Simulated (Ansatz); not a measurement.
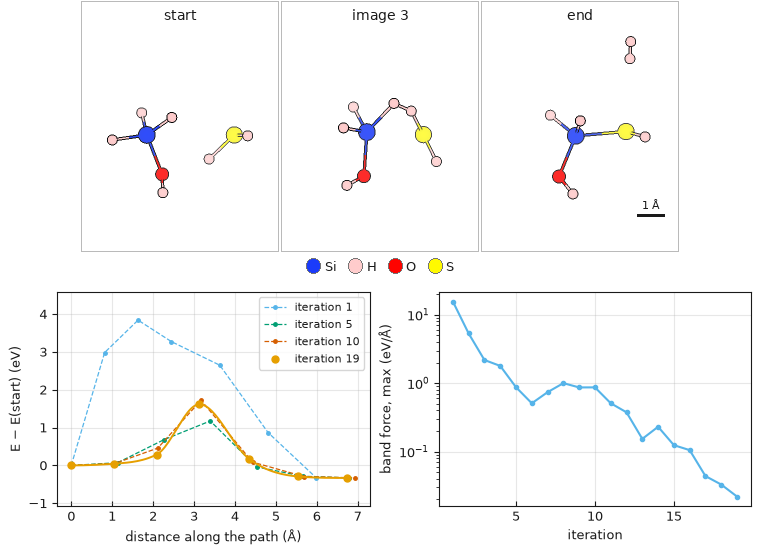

NEB run on SiH₆SO. Images are numbered from 0 (start) to 6 (end). The plot follows the band through its iterations. The picture is a ball-and-stick view, seen at a tilt.

Computed with Ansatz, RKS PBE-D4/def2-SVP. Settings: 5 movable images; climbing image; force threshold 0.03 eV/Å; iteration limit 60; starting path through a guess of the saddle point.

Judge this run.

The result is final at these settings. The band converged in 19 iterations. The largest component of the band force went from 16 to 0.022 eV/Å. The climbing image converged on the top of the path. Its vibrational analysis gives one imaginary mode (1014i cm⁻¹), as a transition state must have. The first iteration put the highest image at 3.84 eV. The energy climbs by 1.62 eV to image 3 and then falls by 1.95 eV, so the end point sits at −0.33 eV.

Cost: 3 min on 1 thread of Arm Neoverse V2, with other jobs on the host, peak memory 0.14 GiB.
